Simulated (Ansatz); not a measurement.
## Run report: CH3Cl3OZr, single-point calculation

- system: CH3Cl3OZr, SMILES C[O][Zr]([Cl])([Cl])[Cl]
- method: RKS PBE/def2-mTZVP (Ansatz 0.2.0)

Some settings of this run were made unusual or wrong on purpose. The geometry comes from this level: PBE0-D4/def2-TZVP. Figures and captions count atoms from 1; the log counts them from 0 in places.

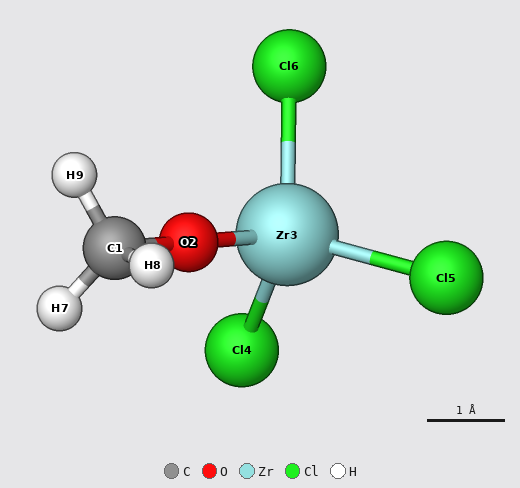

The input geometry (ball-and-stick view, seen at a tilt; atoms are numbered from 1 in the order of the input). Sticks mark near contacts. Bond lengths as drawn: Cl–Zr 2.34 Å, C–H 1.09 Å, C–O 1.40 Å and O–Zr 1.87 Å.

Input
```yaml
crystal:
  periodic: [false, false, false]
  atoms:
    - {symbol: C, position_ang: [0.440659, -1.388853, 0.927106]}
    - {symbol: O, position_ang: [0.085333, -0.265007, 0.176653]}
    - {symbol: Zr, position_ang: [-0.392279, 1.236454, -0.825486]}
    - {symbol: Cl, position_ang: [-1.927666, 0.566426, -2.461836]}
    - {symbol: Cl, position_ang: [1.545716, 2.102795, -1.814577]}
    - {symbol: Cl, position_ang: [-1.355535, 2.805887, 0.621671]}
    - {symbol: H, position_ang: [-0.030867, -2.279288, 0.504489]}
    - {symbol: H, position_ang: [1.525840, -1.515424, 0.911471]}
    - {symbol: H, position_ang: [0.108808, -1.262990, 1.960519]}
basis:
  gaussian: {orbitals: def2-mTZVP, final_grid: {core_spheres: 1, valence_spheres: 1, degree: 1}}
hamiltonian: {xc: {name: PBE}}
output: {forces: true}
```

Run on 4 threads of Arm Neoverse V1, 23 GiB of memory available, shared host.

Launched with:
```bash
ansatz run in.yaml --threads 4 --pin off --events-out ev --progress --plain --max-ram 11315MiB
```

What the program printed
```
Functional definition: PBE
  name "PBE"
  cite "Perdew, Burke & Ernzerhof, Phys. Rev. Lett. 77, 3865 (1996) doi:10.1103/PhysRevLett.77.3865"
  parent pbe
  parameter kappa = 0.804
  parameter beta = 0.06672455060314922
  exchange = pbe_x(kappa = kappa, mu = beta*pi^2/3)
  correlation = pbe_c(beta = beta)
1476 factors; their error is unknown
mean field evaluation 1: about -41963.1914 eV, gradient 6.9e1 eV
mean field evaluation 2: about -41829.2429 eV, gradient 2.4e2 eV
mean field evaluation 4: about -41971.5278 eV, gradient 2.3e1 eV
mean field evaluation 8: about -41972.8437 eV, gradient 3.7e-1 eV
mean field evaluation 16: about -42013.3469 eV, gradient 7.8e1 eV
mean field evaluation 32: about -42168.7165 eV, gradient 2.4e1 eV
mean field evaluation 64: about -42186.9002 eV, gradient 5.3e0 eV
mean field -42187.03195995 eV, -1550.3448291307 hartree, gradient 1.5e-5 eV, S^2 0.000000; 6 other end points of the search recorded, 0 dependent functions left out
the calculation of the forces begins
reference -42187.03224382 eV, -1550.3448395628 hartree; 40, 40 occupied and 111, 111 virtual orbitals, 1476 factors
Total energy: -42187.03224382 eV, -1550.3448395628 hartree
Atom 0 at     0.440659    -1.388853     0.927106 Å, force    -1.819682    30.452523    -6.217631 eV/Å
Atom 1 at     0.085333    -0.265007     0.176653 Å, force    15.140299   -39.431178    26.918336 eV/Å
Atom 2 at    -0.392279     1.236454    -0.825486 Å, force    -4.447657     5.912057    -5.405585 eV/Å
Atom 3 at    -1.927666     0.566426    -2.461836 Å, force     7.936167    10.149329     6.033618 eV/Å
Atom 4 at     1.545716     2.102795    -1.814577 Å, force     0.877775    -6.873573    -8.013995 eV/Å
Atom 5 at    -1.355535     2.805887     0.621671 Å, force   -10.532035    -4.484017     0.229820 eV/Å
Atom 6 at    -0.030867    -2.279288     0.504489 Å, force    -2.471051     4.504264    -3.527313 eV/Å
Atom 7 at     1.525840    -1.515424     0.911471 Å, force    -0.301214    -1.433619    -6.703453 eV/Å
Atom 8 at     0.108808    -1.262990     1.960519 Å, force    -4.382602     1.204214    -3.313796 eV/Å
Dipole moment:     1.295568    -0.741010     1.822199 e Å
```

Outcome

| quantity | value |
| --- | --- |
| outcome | converged |
| total energy | −42187.0322 eV |
| SCF solution under orbital rotations | stable |
| largest force (length of the vector) | 50.086 eV/Å |
| dipole moment | 11.31 D |
| wall time | 7 s (CPU time 24 s) |
| peak memory | 0.58 GiB |

Diagnosis

The input was spoiled on purpose: grid. The program still converged, but the numbers can't be taken as results for the intended system.
